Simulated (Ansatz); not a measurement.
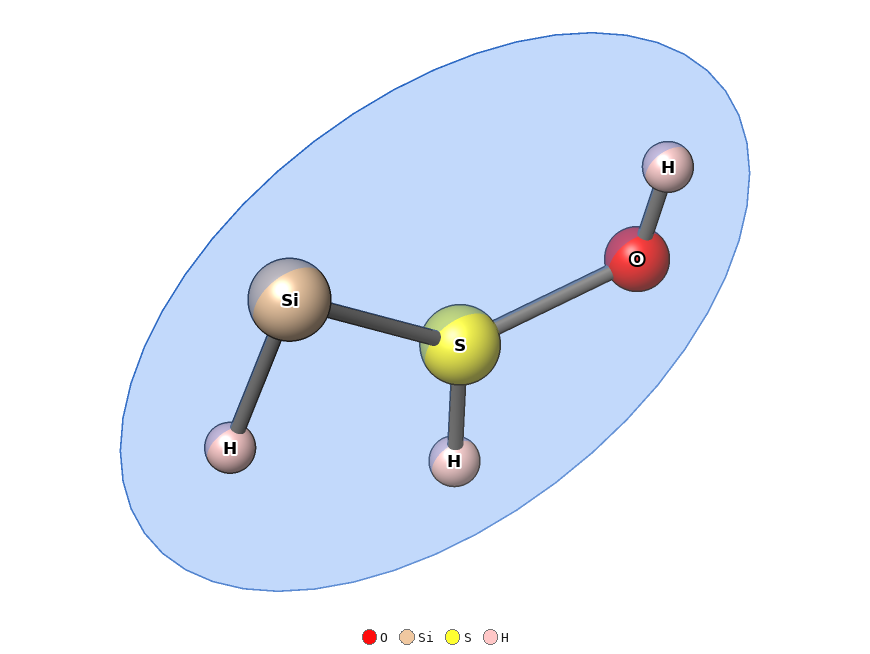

All proper rotation axes (lines) and mirror planes (discs) of the structure are drawn in. Depth is shown by fading: the farther an atom, the more it takes the colour of the background. The species has charge +1 and is a spin singlet. The computed structure is the end point of a PBE-D4/def2-SVP optimisation. No frequency run is at hand to confirm it as a minimum.

**Name the symmetry elements and the point group.**

It has 1 mirror plane. Point group Cs. The group has 2 operations. The geometry is achiral, and symmetry allows a dipole moment.
